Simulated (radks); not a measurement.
**Run report: Pr, atomic calculation**

A free Pr atom in the configuration [Xe] 4f3 6s2 (high spin). Computed at this level: scalar-relativistic Kohn-Sham, PBE, spin-polarised, spherical densities, point nucleus (the in-house radial solver radks).

Output:
```
1s      1   1.0000       -1536.75346041
2s      1   1.0000        -247.21144704
2p      1   3.0000        -221.18540050
3s      1   1.0000         -53.33324261
3p      1   3.0000         -45.09132534
3d      1   5.0000         -33.52291534
4s      1   1.0000         -10.62325771
4p      1   3.0000          -7.93203360
4d      1   5.0000          -4.08457153
4f      1   3.0000          -0.06779727
5s      1   1.0000          -1.45277586
5p      1   3.0000          -0.80352710
6s      1   1.0000          -0.12937652
5d      1   0.0000          -0.07957539
6p      1   0.0000          -0.04665309
7s      1   0.0000          -0.00404925
1s      2   1.0000       -1536.75345145
2s      2   1.0000        -247.21133348
2p      2   3.0000        -221.18535773
3s      2   1.0000         -53.30708004
3p      2   3.0000         -45.06528187
3d      2   5.0000         -33.50273804
4s      2   1.0000         -10.54834111
4p      2   3.0000          -7.85614840
4d      2   5.0000          -4.00747409
4f      2   0.0000          -0.00263520
5s      2   1.0000          -1.40095036
5p      2   3.0000          -0.76337483
6s      2   1.0000          -0.12350741
5d      2   0.0000          -0.06555297
6p      2   0.0000          -0.04434052
7s      2   0.0000          -0.00401583
Etot -9237.379953604266
Ekin 9811.359145033959
Encl -22412.121790571095
Eh 3579.205381821972
Exc -215.8226898891017
err 9.754959497097664e-09
it 14
```

Slater integrals of the outer shells (hartree):

```
 integral   value
F0(4f,4f)  0.8163
F2(4f,4f)  0.3678
F4(4f,4f)  0.2271
F6(4f,4f)  0.1624
F0(4f,6s)  0.2610
G3(4f,6s)  0.0125
F0(4f,5p)  0.5878
F2(4f,5p)  0.2223
G2(4f,5p)  0.1384
G4(4f,5p)  0.1020
F0(4f,5s)  0.6571
G3(4f,5s)  0.1494
F0(4f,5d)  0.3710
F2(4f,5d)  0.0952
F4(4f,5d)  0.0484
G1(4f,5d)  0.0625
G3(4f,5d)  0.0436
G5(4f,5d)  0.0317
F0(6s,6s)  0.2020
F0(6s,5p)  0.2533
```

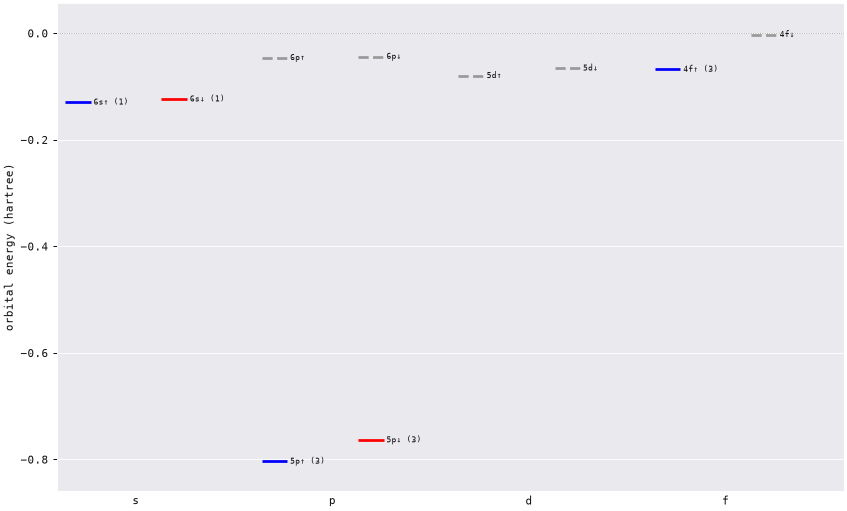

The outer levels are drawn (occupations in brackets, up spins at the left of each column and down spins at the right, empty levels dashed). The highest occupied level is 4f up at −0.0678 hartree. From the top down the occupied levels run 4f up (−0.0678 hartree), 6s down (−0.124 hartree), 6s up (−0.129 hartree), 5p down (−0.763 hartree), 5p up (−0.804 hartree). The lowest empty level drawn is 5d up at −0.0796 hartree, below the highest occupied one, so this filling isn't the aufbau one. The largest exchange splitting (down less up) among the shells drawn in both spins is that of 4f, 0.0652 hartree. The order isn't aufbau: the empty 5d up level lies under the highest occupied one.

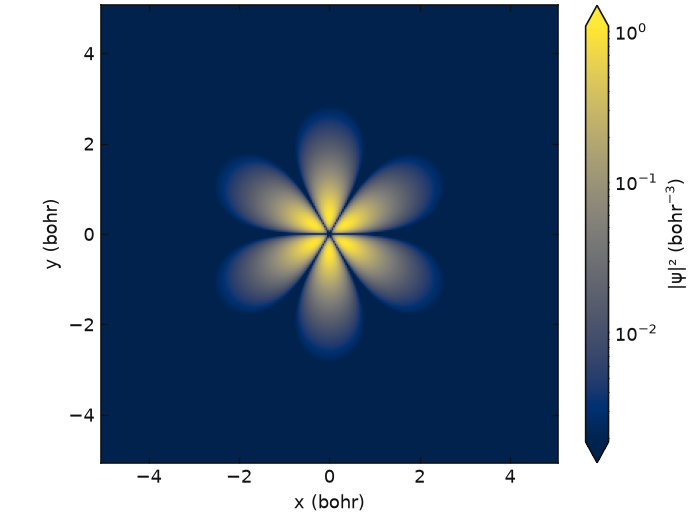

The 4f(y(3x²−y²)) orbital of up spin. In the xy plane through the nucleus, the colour gives |ψ|² on a logarithmic scale. The radial function comes from the spherical calculation and is multiplied by a real spherical harmonic; the overall sign is chosen so that the largest lobe of P(r) is positive; at the scalar-relativistic level it is the large component. It has three nodal planes that hold the z axis and no radial node. The maximum of P² lies at 0.693 bohr, ⟨r⟩ = 1.18 bohr, 90 % of the charge lies within 2.10 bohr, and the eigenvalue is −1.84 eV, with 3 electrons in the shell for this spin.

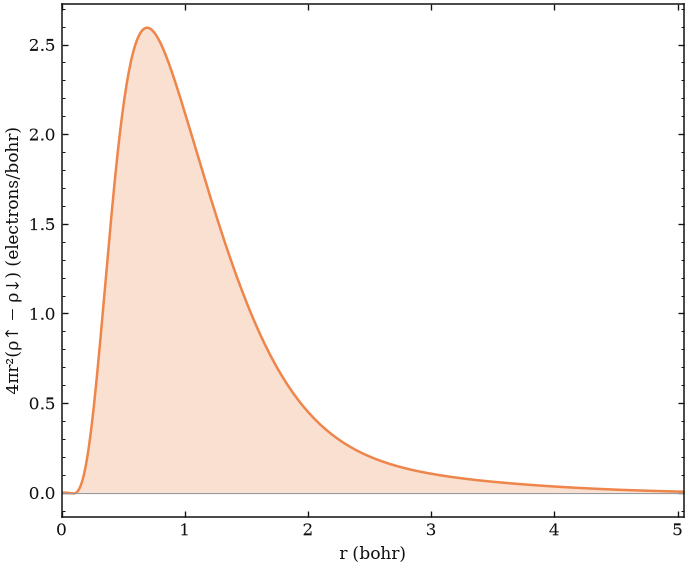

The radial spin density. The curve integrates to 3 unpaired electrons, held by 4f (+3). Its largest value, 2.59 electrons/bohr, lies near r = 0.69 bohr. Regions of the opposite sign hold 0.011 electrons in all, from the polarisation of filled shells.

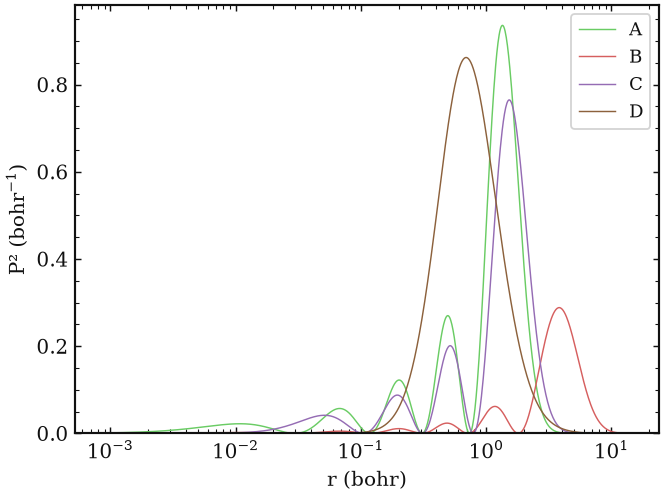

The radial probability densities P² of 6s up, 5p up, 5s up and 4f up. A is 5s up; B is 6s up; C is 5p up; D is 4f up. 4f up: outer maximum at 0.693 bohr, ⟨r⟩ = 1.18 bohr, 0 nodes, eigenvalue −1.84 eV; 5s up: outer maximum at 1.35 bohr, ⟨r⟩ = 1.50 bohr, 4 nodes, eigenvalue −39.5 eV; 5p up: outer maximum at 1.53 bohr, ⟨r⟩ = 1.76 bohr, 3 nodes, eigenvalue −21.9 eV; 6s up: outer maximum at 3.83 bohr, ⟨r⟩ = 4.47 bohr, 5 nodes, eigenvalue −3.52 eV.

The input:
```
Z 59
configuration [Xe] 4f3 6s2 5d0 6p0 7s0
relativity scalar-relativistic
functional pbe,pbe
spin polarised
nucleus point
c 137.035999084
```

Energies in input and log are in hartree, lengths in bohr.

Summary:

| quantity | value |
| --- | --- |
| outcome | converged |
| total energy | −9237.3800 hartree |
| kinetic energy | 9811.3591 hartree |
| electron–nucleus energy | −22412.1218 hartree |
| Hartree energy | 3579.2054 hartree |
| exchange–correlation energy | −215.822690 hartree |
| radius at density 0.001 e/bohr³ | 5.39 bohr |
| SCF iterations | 14 |
| hardware | 1 CPU thread, shared host |
